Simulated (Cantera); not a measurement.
A closed system holds: 1 mol Nb, 8.8 mol N₂O, 4.5 mol N₂, held at 1 atm.

Equilibrium computed with Cantera from the NASA thermochemical tables; the gas is ideal and each condensed phase is pure. Candidate condensed phases: Nb, NbO, NbO₂, Nb₂O₅; 12 gas species. Condensed phases not in the tables: the oxides between NbO₂ and Nb₂O₅. Equilibrium is a limit: real reactors are often held back by kinetics, nucleation or transport.

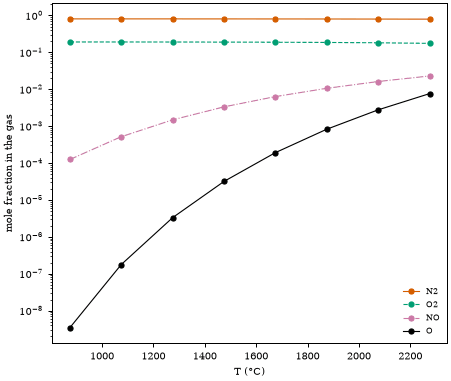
Figure. Equilibrium gas composition (values under 1e-9 drawn at 1e-9)

Problem. Read off the mole fractions at 1275 °C.

Solution. N₂ about 0.81, O₂ about 0.19, NO about 0.0015, O about 3.3e-6.
